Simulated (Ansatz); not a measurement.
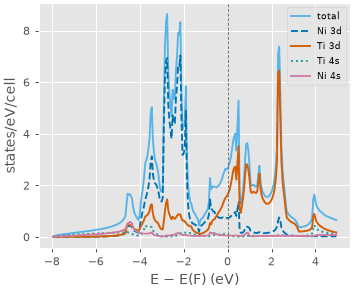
Figure. Total and projected density of states of TiNi (CsCl type, Pm-3m), plane-wave PAW PBEsol (Ansatz code)

Q: Which orbitals carry the states next to the Fermi level?

A: Within 0.5 eV of the Fermi level: Ti 3d 61 %, Ni 3d 28 %, outside the projected shells 6 %. Projections are on Löwdin-orthogonalised atomic valence shells; empty p or d shells of many metals are not among them.

Q: Where is the tallest occupied peak in this window, and what makes it?

A: Near -2.8 eV, about 8.6 states/eV per cell; the largest projected share is Ni 3d.

The first step of the workflow began from a Materials Project structure, measured or hypothetical; the Crystallography Open Database copy checked does not list it. COD files the formula under space group No. 11, 147, so this cell is another polymorph or a model. With Ti and Ni taken as one species the cell has the higher symmetry Im-3m, so it may be an ordered model of a mixed-site phase. Whether it is the stable phase at ambient conditions was not checked. The cell was relaxed with PBEsol under the symmetry of its start; of distortions, only those at the zone centre were tested. No spin polarisation was allowed.

Potentials: the later of the program's two PAW sets.
